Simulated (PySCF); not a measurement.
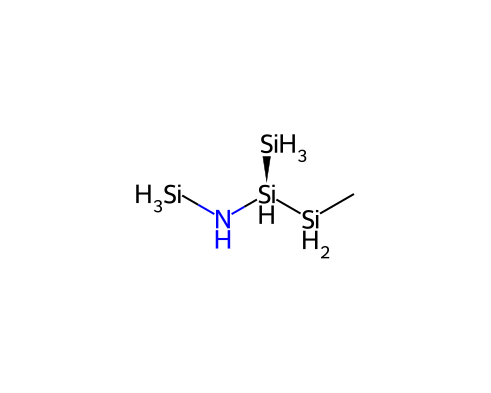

Structural formula above. The geometry was computed by an optimisation with GFN2-xTB. No frequency run is at hand to confirm it as a minimum.

Describe the 3D structure.

The molecule is CH₁₃NSi₄. Its SMILES string is `C[SiH2][Si@H]([SiH3])N[SiH3]`. It has no ring. Among its groups: Si–H bond, Si–N bond. This geometry has C1 symmetry. Coordination, clear cases only: 1 C tetrahedral; 4 Si tetrahedral.

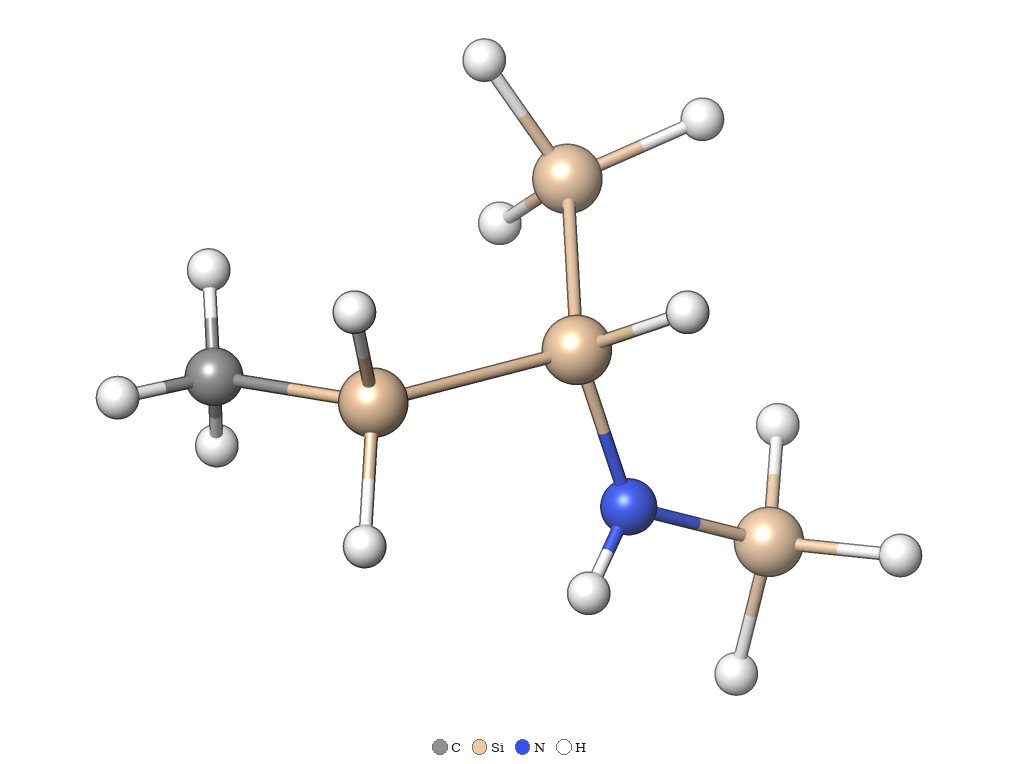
